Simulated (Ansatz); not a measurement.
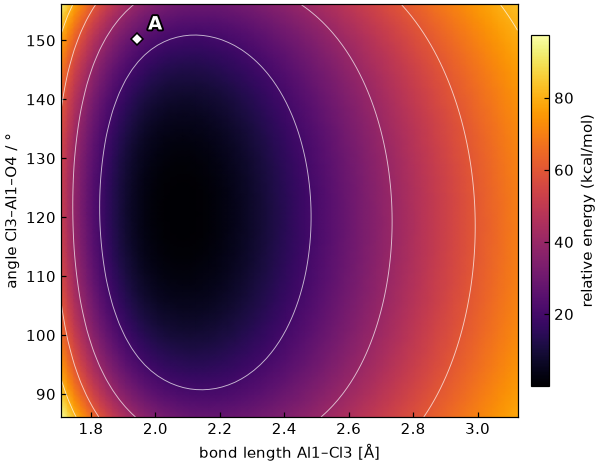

AlCl2(OH). 
- First axis: bond length Al1–Cl3. Second axis: angle Cl3–Al1–O4.
- Nothing is relaxed (all other coordinates rigid).
- Grid: 13 × 13 points.
- All energies are given in kcal/mol relative to the relaxed molecule at the same level.
- The reference is spin-restricted, which grows unreliable where a bond is stretched far.
- Computed with Ansatz 0.2.0, RHF/def2-TZVP.

Drawn: a smooth colour map with a few white contour lines, the point A. Between grid points the surface is interpolated.

### Which way does the force act at A, and how strong is it?

A, at bond length Al1–Cl3 = 1.944 Å, angle Cl3–Al1–O4 = 150.3°, is not a stationary point. The computed force is 95 kcal/mol for each Å towards larger values of bond length Al1–Cl3 and 1.8 kcal/mol for each degree towards smaller values of angle Cl3–Al1–O4.
